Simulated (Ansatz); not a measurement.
## TiS2, response to strain

The reference is TiS2 in the CdI2 type structure (space group P-3m1, No. 164; a = 3.359 Å, c = 5.520 Å; layered, stacked along the Cartesian z axis; relaxed with 0.1 eV smearing). Axes: x lies along a and z along c of the hexagonal cell.

Strains are applied to the cell and any free atomic positions relax; under biaxial strain the out-of-plane vector relaxes too.

Computed with PBE-D3(BJ) (Ansatz, an electronic-structure program, PAW, scalar-relativistic without spin-orbit coupling), earlier PAW set.

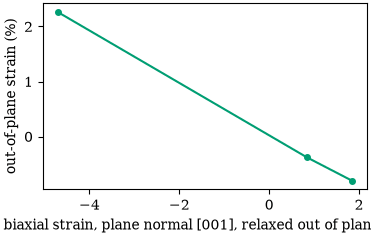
*Out-of-plane strain against biaxial strain, plane normal [001], relaxed out of plane*

Problem. From the plot, what is the out-of-plane strain for biaxial strain −4.71 %, plane normal [001], relaxed out of plane?

Solution. About 2.3 %.

Problem. Is the trend monotonic over the range shown?

Solution. Yes, it falls throughout, spanning -0.81 % to +2.26 %.

Whether these cells are dynamically stable was not tested. The final runs are not spin-polarised.
